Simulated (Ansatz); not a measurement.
Geometry relaxation of C₂H₇AlFN (part 1 of 3)

The run: geometry relaxation of C₂H₇AlFN. Method and program: RKS CAM-B3LYP-D4/def2-SVP (Ansatz 0.2.0).

The run did not end well. It belongs to a series of runs on one base structure; here: end point B relaxed.

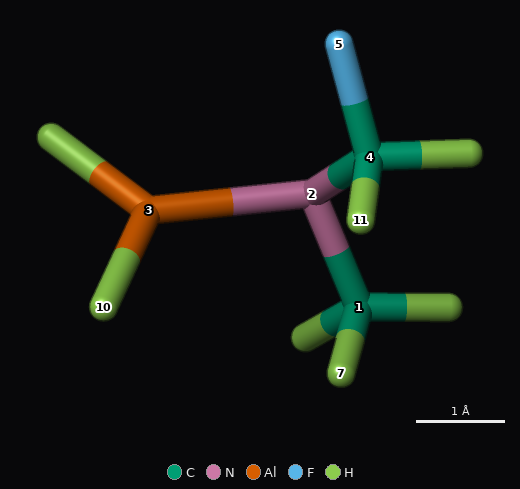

**Figure 1.** The input geometry (stick view, seen at a tilt; atoms are numbered from 1 in the order of the input). Sticks mark near contacts. Bond lengths as drawn: Al–H 1.60 to 1.64 Å, Al–N 1.91 Å, C–F 1.37 Å, C–H 1.04 to 1.16 Å and C–N 1.47 Å.

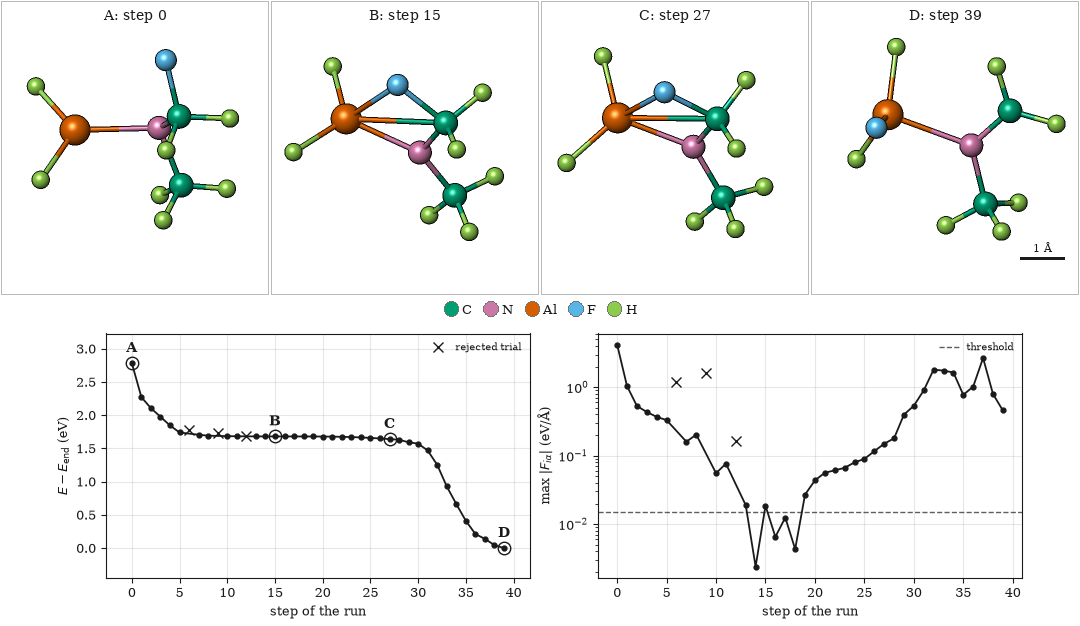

**Figure 2.** Frames of the relaxation (ball-and-stick view, seen at a tilt) above the curves, on which the letters mark them (the first geometry is step 0 here and step 1 in the log).

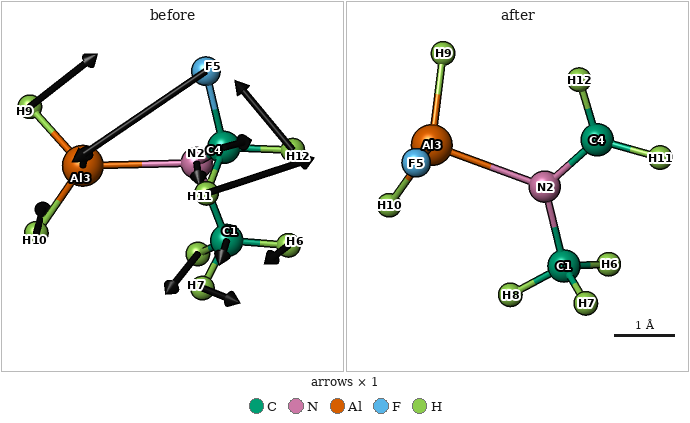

**Figure 3.** Before (left) and after (right) the relaxation, at one scale (ball-and-stick view, seen at a tilt). The black arrows give the displacements, at true length. The relaxation stopped without meeting its thresholds, so the last structure isn't shown to be converged. Over 39 geometry steps the energy falls by 2.784 eV. Largest force component: 4.2 eV/Å at the start, 0.46 eV/Å at the end. The line search rejected the trial steps at points 6, 9, 12 (counted from 0) and went back. F5 moves most after the best rigid fit: 2.75 Å. Largest moves by element: F 2.75 Å, H 2.22 Å, C 0.74 Å, Al 0.54 Å, N 0.54 Å. Among the contacts that change: C4–F5 1.375 → 3.305 Å, Al3–F5 3.147 → 1.686 Å, N2–C4 1.471 → 1.268 Å, N2–Al3 1.914 → 2.022 Å. New bonds form: Al3–F5 (3.15 → 1.69 Å). Bonds break: C4–F5 (1.37 → 3.31 Å). Among the angles that change: N2–Al3–H9 122.5° → 102.5°, N2–Al3–H10 119.7° → 100.6°, C1–N2–Al3 108.9° → 122.5°. (Atoms are counted from 1 in the order of the input.)

The input that produced these results follows, with the program's output.

**Input**
```yaml
crystal:
  periodic: [false, false, false]
  atoms:
    - { symbol: C, position_ang: [-0.9171, -0.0503, 1.0569] }
    - { symbol: "N", position_ang: [-0.3941, 0.3083, -0.2684] }
    - { symbol: Al, position_ang: [-1.66446, 1.43433, -1.15142] }
    - { symbol: C, position_ang: [0.8589, 1.06545, -0.12473] }
    - { symbol: F, position_ang: [1.47251, 1.26871, -1.3382] }
    - { symbol: H, position_ang: [-0.3033, -0.6715, 1.6231] }
    - { symbol: H, position_ang: [-1.1015, 0.9298, 1.6308] }
    - { symbol: H, position_ang: [-1.9206, -0.4704, 0.9141] }
    - { symbol: H, position_ang: [-2.34704, 1.03511, -2.53831] }
    - { symbol: H, position_ang: [-2.13337, 2.84069, -0.44748] }
    - { symbol: H, position_ang: [0.74676, 1.94751, 0.47975] }
    - { symbol: H, position_ang: [1.57195, 0.37201, 0.47139] }
basis:
  gaussian: { orbitals: def2-SVP }
hamiltonian:
  xc: cam_b3lyp
  dispersion: d4
relax:
  f_tol: 0.015
  max_steps: 40
```

Launch command:
```bash
ansatz run input.yaml --threads 2 --pin off --max-ram 3072MiB --backend cpu --events-out ev --progress --plain --runs-dir out
```

**The program's output**
```
The last accepted step is kept in [file] (removed where the run ends without a failure and the disk answers)
Engine: ansatz 0.2.0, aarch64-unknown-linux-gnu
Functional definition: CAM-B3LYP
  parameter alpha = 0.19
  parameter beta = 0.46
  parameter omega = 0.33/bohr
  parameter ac = 0.81
  exchange = (1 - alpha - beta)*b88_x + beta*b88_x_sr(omega) + alpha*exact_x + beta*exact_x_lr(omega)
  correlation = (1 - ac)*vwn5_c + ac*lyp_c
1190 factors; integrals over basis functions are off by at most 3.0e-4 eV
390 factors; integrals over basis functions are off by at most 1.0e-6 eV
mean field evaluation 1: about -12976.8867 eV, gradient 4.6e1 eV
mean field evaluation 2: about -12975.3773 eV, gradient 5.3e1 eV
mean field evaluation 4: about -12981.4005 eV, gradient 2.5e0 eV
mean field evaluation 8: about -12981.4367 eV, gradient 1.7e-1 eV
mean field evaluation 16: about -12981.4368 eV, gradient 3.2e-5 eV
mean field -12981.43675224 eV, -477.0590015108 hartree, gradient 3.2e-5 eV, S^2 0.000000; 0 other end points of the search recorded, 0 dependent functions left out
the calculation of the forces begins
reference -12981.43687831 eV, -477.0590061440 hartree; 24, 24 occupied and 85, 85 virtual orbitals, 1190 factors
relax step   1: F+E_penalty+E_count = -12981.62822230 eV  Δ(F+E_penalty+E_count) = +0.000e0 eV  max|allowed force component| = 4.199e0 eV/Å  Δτ_max = 0.0000 Å  (28 SCF iters, accepted)
these checks for a lower state are left out or cut short: starts, cluster_reference, orbital_swaps, neighbouring_geometries, increment
1190 factors; integrals over basis functions are off by at most 2.8e-4 eV
390 factors; integrals over basis functions are off by at most 9.3e-7 eV
mean field -12981.94810226 eV, -477.0777932777 hartree, gradient 1.8e-5 eV, S^2 0.000000; 0 other end points of the search recorded, 0 dependent functions left out
[... from here on the field's lines of each further geometry are left out, up to the last ...]
relax step   2: F+E_penalty+E_count = -12982.14028514 eV  Δ(F+E_penalty+E_count) = -5.121e-1 eV  max|allowed force component| = 1.039e0 eV/Å  Δτ_max = 0.1897 Å  (31 SCF iters, accepted)
relax step   3: F+E_penalty+E_count = -12982.30678633 eV  Δ(F+E_penalty+E_count) = -1.665e-1 eV  max|allowed force component| = 5.326e-1 eV/Å  Δτ_max = 0.1462 Å  (30 SCF iters, accepted)
relax step   4: F+E_penalty+E_count = -12982.43603314 eV  Δ(F+E_penalty+E_count) = -1.292e-1 eV  max|allowed force component| = 4.348e-1 eV/Å  Δτ_max = 0.1954 Å  (31 SCF iters, accepted)
relax step   5: F+E_penalty+E_count = -12982.56658330 eV  Δ(F+E_penalty+E_count) = -1.306e-1 eV  max|allowed force component| = 3.692e-1 eV/Å  Δτ_max = 0.1950 Å  (31 SCF iters, accepted)
relax step   6: F+E_penalty+E_count = -12982.67256925 eV  Δ(F+E_penalty+E_count) = -1.060e-1 eV  max|allowed force component| = 3.310e-1 eV/Å  Δτ_max = 0.1908 Å  (31 SCF iters, accepted)
relax step   7: F+E_penalty+E_count = -12982.63386882 eV  Δ(F+E_penalty+E_count) = +3.870e-2 eV  max|allowed force component| = 1.192e0 eV/Å  Δτ_max = 0.1628 Å  (32 SCF iters, rejected (line search))
relax step   8: F+E_penalty+E_count = -12982.70614438 eV  Δ(F+E_penalty+E_count) = -3.358e-2 eV  max|allowed force component| = 1.601e-1 eV/Å  Δτ_max = 0.0780 Å  (31 SCF iters, accepted)
relax step   9: F+E_penalty+E_count = -12982.72077578 eV  Δ(F+E_penalty+E_count) = -1.463e-2 eV  max|allowed force component| = 2.032e-1 eV/Å  Δτ_max = 0.1000 Å  (30 SCF iters, accepted)
relax step  10: F+E_penalty+E_count = -12982.67767699 eV  Δ(F+E_penalty+E_count) = +4.310e-2 eV  max|allowed force component| = 1.601e0 eV/Å  Δτ_max = 0.1500 Å  (30 SCF iters, rejected (line search))
relax step  11: F+E_penalty+E_count = -12982.72725865 eV  Δ(F+E_penalty+E_count) = -6.483e-3 eV  max|allowed force component| = 5.558e-2 eV/Å  Δτ_max = 0.0750 Å  (27 SCF iters, accepted)
relax step  12: F+E_penalty+E_count = -12982.72963633 eV  Δ(F+E_penalty+E_count) = -2.378e-3 eV  max|allowed force component| = 7.646e-2 eV/Å  Δτ_max = 0.0731 Å  (27 SCF iters, accepted)
relax step  13: F+E_penalty+E_count = -12982.72907213 eV  Δ(F+E_penalty+E_count) = +5.642e-4 eV  max|allowed force component| = 1.635e-1 eV/Å  Δτ_max = 0.0770 Å  (27 SCF iters, rejected (line search))
relax step  14: F+E_penalty+E_count = -12982.73143044 eV  Δ(F+E_penalty+E_count) = -1.794e-3 eV  max|allowed force component| = 1.899e-2 eV/Å  Δτ_max = 0.0385 Å  (28 SCF iters, accepted)
relax step  15: F+E_penalty+E_count = -12982.73182153 eV  Δ(F+E_penalty+E_count) = -3.911e-4 eV  max|allowed force component| = 2.396e-3 eV/Å  Δτ_max = 0.0257 Å  (28 SCF iters, accepted)
relax step  16: F+E_penalty+E_count = -12982.73197414 eV  Δ(F+E_penalty+E_count) = -1.526e-4 eV  max|allowed force component| = 1.854e-2 eV/Å  Δτ_max = 0.0342 Å  (28 SCF iters, accepted)
relax step  17: F+E_penalty+E_count = -12982.73199675 eV  Δ(F+E_penalty+E_count) = -2.261e-5 eV  max|allowed force component| = 6.525e-3 eV/Å  Δτ_max = 0.0034 Å  (21 SCF iters, accepted)
relax step  18: F+E_penalty+E_count = -12982.73208916 eV  Δ(F+E_penalty+E_count) = -9.241e-5 eV  max|allowed force component| = 1.247e-2 eV/Å  Δτ_max = 0.0162 Å  (29 SCF iters, accepted)
relax step  19: F+E_penalty+E_count = -12982.73217110 eV  Δ(F+E_penalty+E_count) = -8.194e-5 eV  max|allowed force component| = 4.323e-3 eV/Å  Δτ_max = 0.0094 Å  (25 SCF iters, accepted)
relax step  20: F+E_penalty+E_count = -12982.73257859 eV  Δ(F+E_penalty+E_count) = -4.075e-4 eV  max|allowed force component| = 2.706e-2 eV/Å  Δτ_max = 0.0398 Å  (28 SCF iters, accepted)
relax step  21: F+E_penalty+E_count = -12982.73334645 eV  Δ(F+E_penalty+E_count) = -7.679e-4 eV  max|allowed force component| = 4.358e-2 eV/Å  Δτ_max = 0.0371 Å  (28 SCF iters, accepted)
relax step  22: F+E_penalty+E_count = -12982.73484087 eV  Δ(F+E_penalty+E_count) = -1.494e-3 eV  max|allowed force component| = 5.636e-2 eV/Å  Δτ_max = 0.0427 Å  (28 SCF iters, accepted)
relax step  23: F+E_penalty+E_count = -12982.73739272 eV  Δ(F+E_penalty+E_count) = -2.552e-3 eV  max|allowed force component| = 6.111e-2 eV/Å  Δτ_max = 0.0447 Å  (28 SCF iters, accepted)
relax step  24: F+E_penalty+E_count = -12982.74132349 eV  Δ(F+E_penalty+E_count) = -3.931e-3 eV  max|allowed force component| = 6.644e-2 eV/Å  Δτ_max = 0.0491 Å  (28 SCF iters, accepted)
relax step  25: F+E_penalty+E_count = -12982.74683663 eV  Δ(F+E_penalty+E_count) = -5.513e-3 eV  max|allowed force component| = 7.983e-2 eV/Å  Δτ_max = 0.0531 Å  (31 SCF iters, accepted)
relax step  26: F+E_penalty+E_count = -12982.75395381 eV  Δ(F+E_penalty+E_count) = -7.117e-3 eV  max|allowed force component| = 8.964e-2 eV/Å  Δτ_max = 0.0573 Å  (31 SCF iters, accepted)
relax step  27: F+E_penalty+E_count = -12982.76246912 eV  Δ(F+E_penalty+E_count) = -8.515e-3 eV  max|allowed force component| = 1.164e-1 eV/Å  Δτ_max = 0.0596 Å  (31 SCF iters, accepted)
relax step  28: F+E_penalty+E_count = -12982.77202163 eV  Δ(F+E_penalty+E_count) = -9.553e-3 eV  max|allowed force component| = 1.494e-1 eV/Å  Δτ_max = 0.0611 Å  (31 SCF iters, accepted)
relax step  29: F+E_penalty+E_count = -12982.78219424 eV  Δ(F+E_penalty+E_count) = -1.017e-2 eV  max|allowed force component| = 1.795e-1 eV/Å  Δτ_max = 0.0595 Å  (31 SCF iters, accepted)
relax step  30: F+E_penalty+E_count = -12982.81914026 eV  Δ(F+E_penalty+E_count) = -3.695e-2 eV  max|allowed force component| = 3.986e-1 eV/Å  Δτ_max = 0.1962 Å  (30 SCF iters, accepted)
relax step  31: F+E_penalty+E_count = -12982.84067468 eV  Δ(F+E_penalty+E_count) = -2.153e-2 eV  max|allowed force component| = 5.362e-1 eV/Å  Δτ_max = 0.1953 Å  (30 SCF iters, accepted)
relax step  32: F+E_penalty+E_count = -12982.94291044 eV  Δ(F+E_penalty+E_count) = -1.022e-1 eV  max|allowed force component| = 8.994e-1 eV/Å  Δτ_max = 0.2000 Å  (32 SCF iters, accepted)
relax step  33: F+E_penalty+E_count = -12983.15931844 eV  Δ(F+E_penalty+E_count) = -2.164e-1 eV  max|allowed force component| = 1.808e0 eV/Å  Δτ_max = 0.1951 Å  (37 SCF iters, accepted)
relax step  34: F+E_penalty+E_count = -12983.48424353 eV  Δ(F+E_penalty+E_count) = -3.249e-1 eV  max|allowed force component| = 1.750e0 eV/Å  Δτ_max = 0.1943 Å  (37 SCF iters, accepted)
relax step  35: F+E_penalty+E_count = -12983.74953494 eV  Δ(F+E_penalty+E_count) = -2.653e-1 eV  max|allowed force component| = 1.641e0 eV/Å  Δτ_max = 0.1948 Å  (32 SCF iters, accepted)
relax step  36: F+E_penalty+E_count = -12984.00127425 eV  Δ(F+E_penalty+E_count) = -2.517e-1 eV  max|allowed force component| = 7.755e-1 eV/Å  Δτ_max = 0.2000 Å  (32 SCF iters, accepted)
relax step  37: F+E_penalty+E_count = -12984.20062006 eV  Δ(F+E_penalty+E_count) = -1.993e-1 eV  max|allowed force component| = 1.022e0 eV/Å  Δτ_max = 0.2000 Å  (31 SCF iters, accepted)
relax step  38: F+E_penalty+E_count = -12984.27398872 eV  Δ(F+E_penalty+E_count) = -7.337e-2 eV  max|allowed force component| = 2.674e0 eV/Å  Δτ_max = 0.1903 Å  (31 SCF iters, accepted)
the calculation of the forces begins
reference -12984.17361341 eV, -477.1595793038 hartree; 24, 24 occupied and 85, 85 virtual orbitals, 1185 factors
relax step  39: F+E_penalty+E_count = -12984.36761760 eV  Δ(F+E_penalty+E_count) = -9.363e-2 eV  max|allowed force component| = 7.989e-1 eV/Å  Δτ_max = 0.1946 Å  (31 SCF iters, accepted)
these checks for a lower state are left out or cut short: starts, cluster_reference, orbital_swaps, neighbouring_geometries, increment
1183 factors; integrals over basis functions are off by at most 1.0e-3 eV
390 factors; integrals over basis functions are off by at most 7.4e-7 eV
mean field -12984.21771210 eV, -477.1611999010 hartree, gradient 2.5e-5 eV, S^2 0.000000; 0 other end points of the search recorded, 0 dependent functions left out
the calculation of the forces begins
reference -12984.21784566 eV, -477.1612048089 hartree; 24, 24 occupied and 85, 85 virtual orbitals, 1183 factors
```
